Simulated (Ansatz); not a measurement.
**C₃H₆FNO: relaxing the structure**

What shape does C₃H₆FNO take? The plan is to relax it.

Program: Ansatz 0.2.0, Gaussian basis. Level of theory: RKS PBE0-D4/def2-TZVP. These are calculated values, not measurements.

The runs, in order: relaxation at PBE-D4/def2-SVP; relaxation at PBE0-D4/def2-TZVP.

1 further run of the same task is left out (set aside as unsound or not needed).

**1. The system as given**

SMILES `CC(F)C(=N)O`, 12 atoms, charge 0, spin multiplicity 1.

Atoms are counted from 1 here; the program's logs count them from 0.

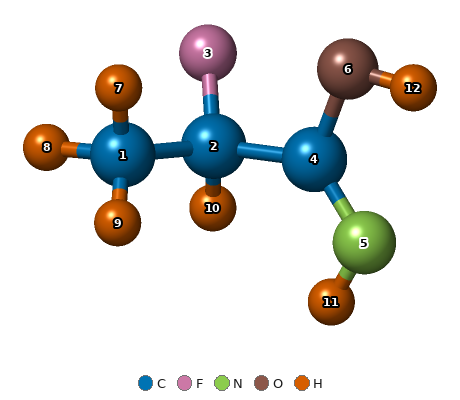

The starting geometry (carbon blue, fluorine pink, nitrogen green, oxygen brown, hydrogen orange); atoms are numbered from 1 in the order of the file.

Coordinates:

```xyz
12
charge 0, multiplicity 1
C    -0.7798    0.8001   -0.8893
C     0.3407    0.6694    0.0434
F     0.2197    1.6245    1.0052
C     0.4340   -0.7158    0.6034
N     1.0250   -1.7412    0.1412
O    -0.4177   -0.9343    1.6659
H    -1.7508    0.7194   -0.3660
H    -0.7898    1.8713   -1.3314
H    -0.7901    0.1356   -1.6770
H     1.2884    0.8493   -0.4619
H     1.5732   -1.4602   -0.6350
H    -0.2760   -1.8732    1.9354
```

The start is a force-field geometry with small random shifts, so a cheaper pass at PBE-D4/def2-SVP comes first.

**2. Geometry optimisation, PBE-D4/def2-SVP (cheap first pass)**

Input file in.yaml:

```yaml
crystal:
  periodic: [false, false, false]
  atoms:
    - {symbol: C, position_ang: [-0.779800, 0.800100, -0.889300]}
    - {symbol: C, position_ang: [0.340700, 0.669400, 0.043400]}
    - {symbol: F, position_ang: [0.219700, 1.624500, 1.005200]}
    - {symbol: C, position_ang: [0.434000, -0.715800, 0.603400]}
    - {symbol: N, position_ang: [1.025000, -1.741200, 0.141200]}
    - {symbol: O, position_ang: [-0.417700, -0.934300, 1.665900]}
    - {symbol: H, position_ang: [-1.750800, 0.719400, -0.366000]}
    - {symbol: H, position_ang: [-0.789800, 1.871300, -1.331400]}
    - {symbol: H, position_ang: [-0.790100, 0.135600, -1.677000]}
    - {symbol: H, position_ang: [1.288400, 0.849300, -0.461900]}
    - {symbol: H, position_ang: [1.573200, -1.460200, -0.635000]}
    - {symbol: H, position_ang: [-0.276000, -1.873200, 1.935400]}
basis:
  gaussian: {orbitals: def2-SVP}
hamiltonian: {xc: pbe, dispersion: d4}
relax: {f_tol: 0.03, max_steps: 200}
```

Started as:

```
$ ansatz run in.yaml --threads 4 --pin off --events-out ev --progress --plain --max-ram 10444MiB
```

What it wrote (excerpt; [...] marks lines left out):

```text
Functional definition: PBE
  name "PBE"
  cite "Perdew, Burke & Ernzerhof, Phys. Rev. Lett. 77, 3865 (1996) doi:10.1103/PhysRevLett.77.3865"
  parent pbe
[...]
1285 factors; their error is unknown
[...]
mean field -9444.39090479 eV, -347.0749641129 hartree, gradient 2.4e-5 eV, S^2 0.000000; 0 other end points of the search recorded, 0 dependent functions left out
[...]
reference -9444.39093518 eV, -347.0749652296 hartree; 24, 24 occupied and 90, 90 virtual orbitals, 1285 factors
relax step   1: F+E_penalty+E_count = -9444.61086637 eV  Δ(F+E_penalty+E_count) = +0.000e0 eV  max|allowed force component| = 3.695e0 eV/Å  Δτ_max = 0.0000 Å  (31 SCF iters, accepted)
[...]
relax step   4: F+E_penalty+E_count = -9444.99826408 eV  Δ(F+E_penalty+E_count) = -3.943e-3 eV  max|allowed force component| = 1.491e-1 eV/Å  Δτ_max = 0.1054 Å  (31 SCF iters, accepted)
[...]
relax step   7: F+E_penalty+E_count = -9445.00609083 eV  Δ(F+E_penalty+E_count) = -1.441e-3 eV  max|allowed force component| = 8.605e-2 eV/Å  Δτ_max = 0.0540 Å  (31 SCF iters, accepted)
[...]
relax step  10: F+E_penalty+E_count = -9445.01001094 eV  Δ(F+E_penalty+E_count) = -1.421e-3 eV  max|allowed force component| = 6.907e-2 eV/Å  Δτ_max = 0.0686 Å  (31 SCF iters, accepted)
[...]
relax step  13: F+E_penalty+E_count = -9445.01056610 eV  Δ(F+E_penalty+E_count) = -2.535e-4 eV  max|allowed force component| = 4.830e-2 eV/Å  Δτ_max = 0.0273 Å  (32 SCF iters, accepted)
[...]
1285 factors; their error is unknown
[...]
mean field -9444.79302034 eV, -347.0897415868 hartree, gradient 2.3e-5 eV, S^2 0.000000; 1 other end points of the search recorded, 0 dependent functions left out
[...]
reference -9444.79305116 eV, -347.0897427196 hartree; 24, 24 occupied and 90, 90 virtual orbitals, 1285 factors
Total energy: -9445.01069422 eV, -347.0977409545 hartree
Atom 0 at    -0.895974     0.877734    -0.842512 Å, force    -0.001467     0.001912    -0.000329 eV/Å
Atom 1 at     0.374748     0.630606    -0.044673 Å, force    -0.000067    -0.002585    -0.002596 eV/Å
Atom 2 at     0.464045     1.576892     0.974980 Å, force     0.001124     0.004066     0.003593 eV/Å
Atom 3 at     0.410263    -0.764352     0.568300 Å, force    -0.002898    -0.012773     0.008359 eV/Å
Atom 4 at     1.220489    -1.719648     0.307006 Å, force    -0.003033     0.013160     0.002043 eV/Å
Atom 5 at    -0.586495    -0.939510     1.463353 Å, force     0.009170    -0.000214    -0.010985 eV/Å
Atom 6 at    -1.777357     0.750343    -0.185112 Å, force     0.000436    -0.000290    -0.000517 eV/Å
Atom 7 at    -0.892099     1.908164    -1.247908 Å, force    -0.000069    -0.000950     0.000648 eV/Å
Atom 8 at    -0.974363     0.163034    -1.685709 Å, force     0.000227    -0.000086    -0.000459 eV/Å
Atom 9 at     1.276118     0.740599    -0.689420 Å, force    -0.000959     0.000006     0.000494 eV/Å
Atom 10 at     1.930039    -1.421448    -0.377830 Å, force     0.000706    -0.003746    -0.003073 eV/Å
Atom 11 at    -0.472615    -1.857515     1.793423 Å, force    -0.003170     0.001501     0.002822 eV/Å
Dipole moment:    -0.046480    -0.030155    -0.338660 e Å
```

It took 21 s on 4 threads of Arm Neoverse V1, shared host.

Step by step:

| step | energy from step 1 (eV) | largest force component (eV/Å) |
| --- | --- | --- |
| 1 | 0.0000 | 3.6949 |
| 2 | -0.3348 | 1.2769 |
| 3 | -0.3835 | 0.3889 |
| 4 | -0.3874 | 0.1491 |
| 5 | -0.3929 | 0.0939 |
| 6 | -0.3938 | 0.0472 |
| 7 | -0.3952 | 0.0860 |
| 8 | -0.3967 | 0.1644 |
| 9 | -0.3977 | 0.1200 |
| 10 | -0.3991 | 0.0691 |
| 11 | -0.3994 | 0.0687 |
| 12 | -0.3994 | 0.1139 |
| 13 | -0.3997 | 0.0483 |
| 14 | -0.3997 | 0.0326 |
| 15 | -0.3998 | 0.0132 |

Close pairs (by a distance rule), those that changed most:

| bond | before (Å) | after (Å) | change (Å) |
| --- | --- | --- | --- |
| C1–H9 | 1.031 | 1.108 | +0.078 |
| C1–C2 | 1.464 | 1.521 | +0.057 |
| C1–H8 | 1.159 | 1.107 | -0.052 |
| N5–H11 | 0.991 | 1.030 | +0.039 |
| C2–F3 | 1.361 | 1.394 | +0.033 |
| C4–O6 | 1.379 | 1.351 | -0.028 |
| C2–C4 | 1.497 | 1.524 | +0.027 |
| C2–H10 | 1.089 | 1.114 | +0.025 |

**3. Relaxation at PBE0-D4/def2-TZVP**

Input file in.yaml:

```yaml
crystal:
  periodic: [false, false, false]
  atoms:
    - {symbol: C, position_ang: [-0.895974, 0.877734, -0.842512]}
    - {symbol: C, position_ang: [0.374748, 0.630606, -0.044673]}
    - {symbol: F, position_ang: [0.464045, 1.576892, 0.974980]}
    - {symbol: C, position_ang: [0.410263, -0.764352, 0.568300]}
    - {symbol: N, position_ang: [1.220489, -1.719648, 0.307006]}
    - {symbol: O, position_ang: [-0.586495, -0.939510, 1.463353]}
    - {symbol: H, position_ang: [-1.777357, 0.750343, -0.185112]}
    - {symbol: H, position_ang: [-0.892099, 1.908164, -1.247908]}
    - {symbol: H, position_ang: [-0.974363, 0.163034, -1.685709]}
    - {symbol: H, position_ang: [1.276118, 0.740599, -0.689420]}
    - {symbol: H, position_ang: [1.930039, -1.421448, -0.377830]}
    - {symbol: H, position_ang: [-0.472615, -1.857515, 1.793423]}
basis:
  gaussian: {orbitals: def2-TZVP}
hamiltonian: {xc: pbe0, dispersion: d4}
relax: {f_tol: 0.005, max_steps: 150}
```

The command is unchanged.

What it wrote (excerpt; [...] marks lines left out):

```text
Functional definition: PBE0
  name "PBE0"
  cite "Adamo & Barone, J. Chem. Phys. 110, 6158 (1999) doi:10.1063/1.478522"
  cite "Perdew, Burke & Ernzerhof, Phys. Rev. Lett. 77, 3865 (1996) doi:10.1103/PhysRevLett.77.3865"
  parent pbe
[...]
1266 factors; their error is unknown
[...]
mean field -9456.13827922 eV, -347.5066721607 hartree, gradient 2.7e-5 eV, S^2 0.000000; 0 other end points of the search recorded, 0 dependent functions left out
[...]
reference -9456.13830683 eV, -347.5066731754 hartree; 24, 24 occupied and 198, 198 virtual orbitals, 1266 factors
relax step   1: F+E_penalty+E_count = -9456.32034528 eV  Δ(F+E_penalty+E_count) = +0.000e0 eV  max|allowed force component| = 1.113e0 eV/Å  Δτ_max = 0.0000 Å  (30 SCF iters, accepted)
[...]
Atom 2 at     0.427520     1.566094     0.988374 Å, force     0.000063    -0.001128    -0.000639 eV/Å
Atom 3 at     0.405276    -0.756946     0.571757 Å, force     0.002308     0.000066     0.003934 eV/Å
Atom 4 at     1.181364    -1.701751     0.258843 Å, force     0.000174     0.001355    -0.002200 eV/Å
Atom 5 at    -0.548469    -0.930498     1.493374 Å, force     0.000089    -0.002981    -0.000301 eV/Å
Atom 6 at    -1.762968     0.742616    -0.220660 Å, force    -0.000172     0.000061    -0.000248 eV/Å
Atom 7 at    -0.863442     1.872898    -1.257368 Å, force    -0.000062     0.000118     0.000154 eV/Å
Atom 8 at    -0.928091     0.148620    -1.670301 Å, force     0.000215     0.000210     0.000069 eV/Å
Atom 9 at     1.269079     0.758815    -0.636790 Å, force     0.000216    -0.000450    -0.000324 eV/Å
Atom 10 at     1.860225    -1.410012    -0.436958 Å, force    -0.000354    -0.001138     0.000407 eV/Å
Atom 11 at    -0.454883    -1.836902     1.817408 Å, force    -0.001185     0.002072    -0.000099 eV/Å
Dipole moment:    -0.057978    -0.004749    -0.379726 e Å
```

It took 42 s on 4 threads of Arm Neoverse V1, shared host; peak memory 0.59 GiB.

Relaxation path:

| step | energy from step 1 (eV) | largest force component (eV/Å) |
| --- | --- | --- |
| 1 | 0.0000 | 1.1127 |
| 2 | -0.0498 | 0.3271 |
| 3 | -0.0549 | 0.0921 |
| 4 | -0.0553 | 0.0437 |
| 5 | -0.0555 | 0.0124 |
| 6 | -0.0555 | 0.0264 |
| 7 | -0.0556 | 0.0308 |
| 8 | -0.0557 | 0.0156 |
| 9 | -0.0558 | 0.0093 |
| 10 | -0.0558 | 0.0055 |
| 11 | -0.0558 | 0.0039 |

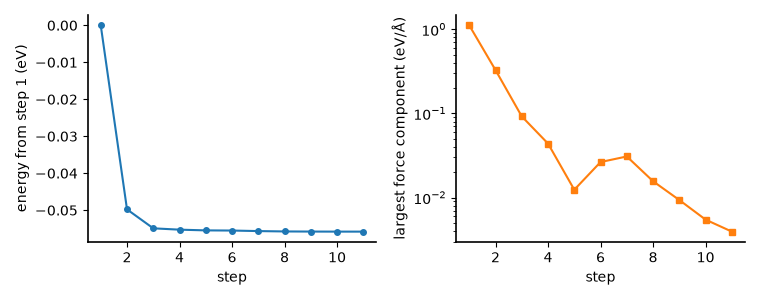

Energy and largest force along the relaxation.

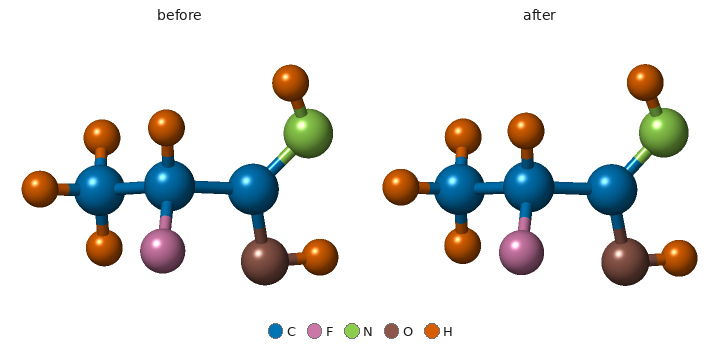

Before and after, at one scale.

Close pairs (by a distance rule), those that changed most:

| bond | before (Å) | after (Å) | change (Å) |
| --- | --- | --- | --- |
| C2–H10 | 1.114 | 1.094 | -0.019 |
| C4–N5 | 1.280 | 1.262 | -0.017 |
| C1–H7 | 1.107 | 1.090 | -0.017 |
| C1–H8 | 1.107 | 1.091 | -0.016 |
| C1–H9 | 1.108 | 1.092 | -0.016 |
| N5–H11 | 1.030 | 1.015 | -0.015 |
| O6–H12 | 0.982 | 0.967 | -0.015 |
| C4–O6 | 1.351 | 1.338 | -0.013 |

Mulliken charges of the relaxed molecule (report file):

| atom | value (e) |
| --- | --- |
| C1 | -0.36 |
| C2 | 0.12 |
| F3 | -0.21 |
| C4 | 0.14 |
| N5 | -0.34 |
| O6 | -0.37 |
| H7 | 0.15 |
| H8 | 0.14 |
| H9 | 0.12 |
| H10 | 0.08 |
| H11 | 0.21 |
| H12 | 0.33 |

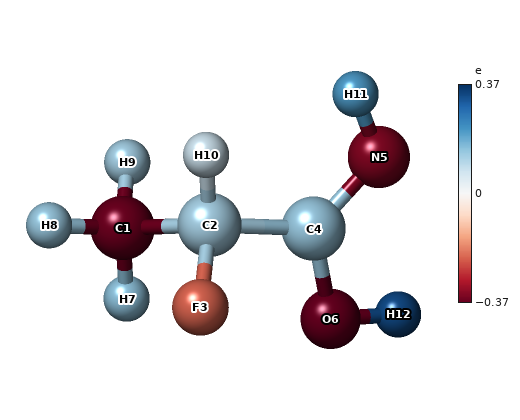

Mulliken charges of the relaxed molecule (report file), as colours on the atoms.

**4. What came out**

| quantity | value |
| --- | --- |
| point group | C1 |
| steps | 15 + 11 |
| shift from the start (rms) | 0.188 Å |
| total energy | -9456.3762 eV |
| dispersion term | -183 meV |
| dipole moment | 1.85 D |

The relaxed geometry lies 0.19 Å (rms) from the start; the bond that changed most is C1–H8, from 1.159 to 1.091 Å. No vibrations were run, so it is not proven to be a minimum. The largest Mulliken charge, -0.37 e, sits on O6.
